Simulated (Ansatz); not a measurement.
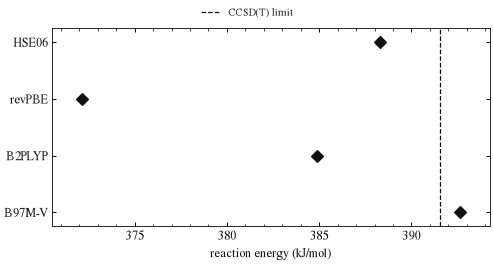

Electronic reaction energy of CH₆AlN (C[NH][AlH2]) → CH₂ ([CH2]) [triplet] + AlNH₄ ([NH2][AlH2]) (SMILES in brackets) at several levels (functionals in def2-TZVPP unless a basis is named), isolated molecules at PBE0-D4 triple-zeta geometries, minima by their frequencies, no zero-point or thermal terms, the Ansatz code 0.2.0. The line is frozen-core CCSD(T) at the basis limit (MP2 extrapolated from triple and quadruple zeta, plus CCSD(T) less MP2 in a smaller set). B2PLYP holds a correlation term that converges slowly with the basis, so part of the distance to the limit is basis error. No dispersion term is added to HSE06, revPBE and B2PLYP. The limit lies 9.2 kJ/mol from CCSD(T)/def2-TZVPP, so the line itself is uncertain by a part of that.

### What do zero-point energy and temperature add?

Zero-point change −30.5 kJ/mol; at 298.15 K and 1 bar the CCSD(T) limit plus thermal terms gives an enthalpy of reaction of 367.9 and a free energy of 321.7 kJ/mol (harmonic PBE0-D4 modes, ideal gas).

### Which level comes closest to the line (CCSD(T) limit), and which misses most?

Closest B97M-V (392.6 kJ/mol), against 391.5 kJ/mol; farthest revPBE (372.2 kJ/mol).

Known limits of this run: other spin states of the triplet species weren't compared here.
